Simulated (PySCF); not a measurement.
**CH2Cl3Ga (SMILES Cl[CH2][Ga]([Cl])[Cl]): levels of theory compared**

We compute a comparison of 4 runs (B3LYP/6-31G*, r2SCAN/6-31G*, PBE0/def2-SVP, B2PLYP/def2-TZVP) of CH2Cl3Ga. Input form: a Python script.

Program for the calculation: PySCF 2.14.0.

### Step 1. The system as given

The species is CH2Cl3Ga (7 atoms), meant as a singlet with charge 0. SMILES: `Cl[CH2][Ga]([Cl])[Cl]`. Geometry: a GFN2-xTB relaxation, a rough one for these elements and not checked as a minimum.

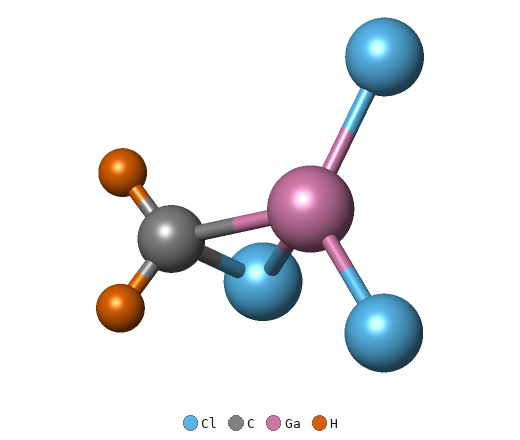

The structure, seen from a chosen angle (chlorine blue, carbon grey, gallium pink, hydrogen orange).

### Step 2. Energy and gradient at B3LYP/6-31G(d) (spherical functions) (run 1)

run.py reads:

```python
# Cl[CH2][Ga]([Cl])[Cl]
from pyscf import gto, dft

system = gto.M(
    atom=[
    ('Cl', (-1.359650, 0.102090, 1.208560)),
    ('C', (0.445220, 0.025210, 0.954370)),
    ('Ga', (-0.048610, -0.044870, -1.016190)),
    ('Cl', (-0.452690, -1.884010, -1.920660)),
    ('Cl', (-0.261080, 1.733910, -2.090810)),
    ('H', (0.806620, -0.859730, 1.474740)),
    ('H', (0.870180, 0.927400, 1.390000)),
],
    basis='6-31g*',
    max_memory=1860,
    verbose=3,
    charge=0,
)

myscf = dft.RKS(system)
myscf.xc = 'b3lyp'
myscf.grids.level = 5
myscf.conv_tol = 1e-10
myscf.kernel()
if not myscf.converged:
    myscf = myscf.newton().run(myscf.mo_coeff, myscf.mo_occ)

e_final = myscf.e_tot
print(f'total energy: {e_final:.8f} hartree')
grad = myscf.nuc_grad_method().kernel()
dip = myscf.dip_moment()
pop, q = myscf.mulliken_pop()
```

Command:

```sh
$ OMP_NUM_THREADS=1 python run.py
```

What it wrote:

```text
converged SCF energy = -3344.61377400443
total energy: -3344.61377400 hartree
[... 10 lines left out ...]
Dipole moment(X, Y, Z, Debye):  1.69508,  0.02571,  2.11351
[... 73 lines left out ...]
pop of  3 Cl 3py          1.12611
pop of  3 Cl 3pz          1.25000
pop of  3 Cl 4px          0.61761
pop of  3 Cl 4py          0.36857
pop of  3 Cl 4pz          0.56119
pop of  3 Cl 3dxy         0.00226
pop of  3 Cl 3dyz         0.00443
pop of  3 Cl 3dz^2        0.00143
pop of  3 Cl 3dxz         0.00068
pop of  3 Cl 3dx2-y2      0.00392
pop of  4 Cl 1s           1.99966
pop of  4 Cl 2s           1.99695
pop of  4 Cl 3s           1.41658
pop of  4 Cl 4s           0.48619
pop of  4 Cl 2px          1.99169
pop of  4 Cl 2py          1.99014
pop of  4 Cl 2pz          1.99122
pop of  4 Cl 3px          1.25958
pop of  4 Cl 3py          1.13642
pop of  4 Cl 3pz          1.23453
pop of  4 Cl 4px          0.62652
pop of  4 Cl 4py          0.38473
pop of  4 Cl 4pz          0.53659
pop of  4 Cl 3dxy         0.00175
pop of  4 Cl 3dyz         0.00523
pop of  4 Cl 3dz^2        0.00140
pop of  4 Cl 3dxz         0.00072
pop of  4 Cl 3dx2-y2      0.00362
pop of  5 H 1s            0.52061
pop of  5 H 2s            0.25453
pop of  6 H 1s            0.52062
pop of  6 H 2s            0.25438
 ** Mulliken atomic charges  **
charge of    0Cl =      0.00188
charge of    1C =     -0.43818
charge of    2Ga =      0.11292
charge of    3Cl =     -0.06298
charge of    4Cl =     -0.06350
charge of    5H =      0.22486
charge of    6H =      0.22499
```

Run time: 67 s. Hardware: 1 thread of Intel Xeon at 2.70GHz, shared host; peak memory 1 GiB.

### Step 3. Energy and gradient at r2SCAN/6-31G(d) (spherical functions) (run 2)

input.py reads:

```python
import pyscf.grad
from pyscf import gto, dft

mol = gto.M(
    atom=[
    ('Cl', (-1.359650, 0.102090, 1.208560)),
    ('C', (0.445220, 0.025210, 0.954370)),
    ('Ga', (-0.048610, -0.044870, -1.016190)),
    ('Cl', (-0.452690, -1.884010, -1.920660)),
    ('Cl', (-0.261080, 1.733910, -2.090810)),
    ('H', (0.806620, -0.859730, 1.474740)),
    ('H', (0.870180, 0.927400, 1.390000)),
],
    charge=0,
    verbose=3,
    max_memory=1860,
    basis='6-31g*',
)

calc0 = dft.RKS(mol)
calc0.xc = 'r2scan'
calc0.conv_tol = 1e-10
calc0.grids.level = 5
calc0.kernel()
if not calc0.converged:
    calc0 = calc0.newton().run(calc0.mo_coeff, calc0.mo_occ)

e_final = calc0.e_tot
print(f'total energy: {e_final:.8f} hartree')
grad = calc0.Gradients().kernel()
calc0.analyze()
```

Command:

```sh
$ OMP_NUM_THREADS=1 python input.py
```

What it wrote:

```text
converged SCF energy = -3344.40364858309
[... 16 lines left out ...]
MO #5   energy= -45.8211162944027  occ= 2
[... 8 lines left out ...]
MO #14  energy= -7.1315425771947   occ= 2
[... 8 lines left out ...]
MO #23  energy= -3.79236054069183  occ= 2
[... 8 lines left out ...]
MO #32  energy= -0.770232889771391 occ= 2
[... 8 lines left out ...]
MO #41  energy= -0.311647186687784 occ= 2
[... 8 lines left out ...]
MO #50  energy= 0.059854224344523  occ= 0
[... 8 lines left out ...]
MO #59  energy= 0.343907079652651  occ= 0
[... 8 lines left out ...]
MO #68  energy= 0.516405633402695  occ= 0
[... 8 lines left out ...]
MO #77  energy= 0.811334013042538  occ= 0
[... 8 lines left out ...]
MO #86  energy= 0.929214088770889  occ= 0
[... 8 lines left out ...]
MO #95  energy= 1.68746198289517   occ= 0
[... 8 lines left out ...]
MO #104 energy= 3.02755316123274   occ= 0
[... 8 lines left out ...]
Dipole moment(X, Y, Z, Debye):  1.69964,  0.02786,  2.15762
```

Run time: 78 s. Hardware: 1 thread of Intel Xeon at 2.70GHz, shared host; peak memory 1 GiB.

Run 3 isn't shown in full; the table further down has it.

### Step 4. The energy at B2PLYP/def2-TZVP (run 4)

run.py reads:

```python
# Cl[CH2][Ga]([Cl])[Cl]
from pyscf import gto, dft, mp

mol = gto.M(
    atom='''
Cl  -1.359650   0.102090   1.208560
C    0.445220   0.025210   0.954370
Ga  -0.048610  -0.044870  -1.016190
Cl  -0.452690  -1.884010  -1.920660
Cl  -0.261080   1.733910  -2.090810
H    0.806620  -0.859730   1.474740
H    0.870180   0.927400   1.390000
''',
    verbose=3,
    basis='def2-tzvp',
    spin=0,
    max_memory=1860,
    charge=0,
)

myscf = dft.RKS(mol)
myscf.xc = '0.53*HF + 0.47*B88, 0.73*LYP'
myscf.conv_tol = 1e-10
myscf.grids.level = 5
myscf.kernel()
if not myscf.converged:
    myscf = myscf.newton().run(myscf.mo_coeff, myscf.mo_occ)

pt = mp.MP2(myscf, frozen=25).run()
e_tot = myscf.e_tot + 0.27 * pt.e_corr
print('PT2 part  %.8f' % (0.27 * pt.e_corr))
print(f'total energy: {e_tot:.8f} hartree')
dip = myscf.dip_moment()
pop, q = myscf.mulliken_pop()
```

Command:

```sh
$ OMP_NUM_THREADS=1 python run.py
```

What it wrote:

```text
converged SCF energy = -3343.82394946981
[... 3 lines left out ...]
total energy: -3344.13522818 hartree
Dipole moment(X, Y, Z, Debye):  1.76255,  0.01320,  1.91324
[... 171 lines left out ...]
pop of  4 Cl 6px          0.56257
pop of  4 Cl 6py          0.45696
pop of  4 Cl 6pz          0.52250
pop of  4 Cl 3dxy         0.00077
pop of  4 Cl 3dyz         0.00264
pop of  4 Cl 3dz^2        0.00059
pop of  4 Cl 3dxz         0.00031
pop of  4 Cl 3dx2-y2      0.00179
pop of  4 Cl 4dxy         0.00341
pop of  4 Cl 4dyz         0.00535
pop of  4 Cl 4dz^2        0.00265
pop of  4 Cl 4dxz         0.00145
pop of  4 Cl 4dx2-y2      0.00387
pop of  4 Cl 4f-3         0.00023
pop of  4 Cl 4f-2         0.00022
pop of  4 Cl 4f-1         0.00037
pop of  4 Cl 4f+0         0.00016
pop of  4 Cl 4f+1         0.00002
pop of  4 Cl 4f+2         0.00037
pop of  4 Cl 4f+3         0.00021
pop of  5 H 1s            0.27043
pop of  5 H 2s            0.47193
pop of  5 H 3s            0.07487
pop of  5 H 2px           0.00450
pop of  5 H 2py           0.01101
pop of  5 H 2pz           0.00755
pop of  6 H 1s            0.27047
pop of  6 H 2s            0.47187
pop of  6 H 3s            0.07500
pop of  6 H 2px           0.00500
pop of  6 H 2py           0.01120
pop of  6 H 2pz           0.00688
 ** Mulliken atomic charges  **
charge of    0Cl =     -0.14392
charge of    1C =     -0.33347
charge of    2Ga =      0.69077
charge of    3Cl =     -0.26635
charge of    4Cl =     -0.26634
charge of    5H =      0.15972
charge of    6H =      0.15958
```

It took 3.5 min on 1 thread of Intel Xeon at 2.70GHz, shared host; peak memory 1.6 GiB.

### Step 5. The series

```tsv
run	level	task	frozen core orbitals	energy (Eh)	dipole moment (D)	HOMO energy (eV)	LUMO energy (eV)	wall time
1	B3LYP/6-31G* (spherical functions)	gradient	–	-3344.613774	2.71	-7.95	-1.42	67 s
2	r2SCAN/6-31G* (spherical functions)	gradient	–	-3344.403649	2.75	-7.28	-1.82	78 s
3	PBE0/def2-SVP	gradient	–	-3343.409539	2.55	-8.14	-0.89	47 s
4	B2PLYP/def2-TZVP	energy	25	-3344.135228	2.60	-9.26	0.06	3.5 min
```

### Step 6. Outcome

```
                                  quantity           value
                       run 4: total energy  -3344.13523 Eh
           run 4: dipole moment (SCF part)          2.60 D
  run 4: HOMO energy (SCF part's orbitals)        -9.26 eV
  run 4: LUMO energy (SCF part's orbitals)         0.06 eV
run 4: HOMO–LUMO gap (SCF part's orbitals)         9.32 eV
```

What this shows: The dipole moment (its size) runs from 2.55 D (PBE0/def2-SVP) to 2.75 D (r2SCAN/6-31G*). The two ends differ in method and basis. The HOMO–LUMO gap runs from 5.46 eV (r2SCAN/6-31G*) to 9.32 eV (B2PLYP/def2-TZVP). A double hybrid's value is that of its SCF part. Totals of different functionals can't be ranked against each other. All runs together took 6.8 min, the longest 3.5 min.
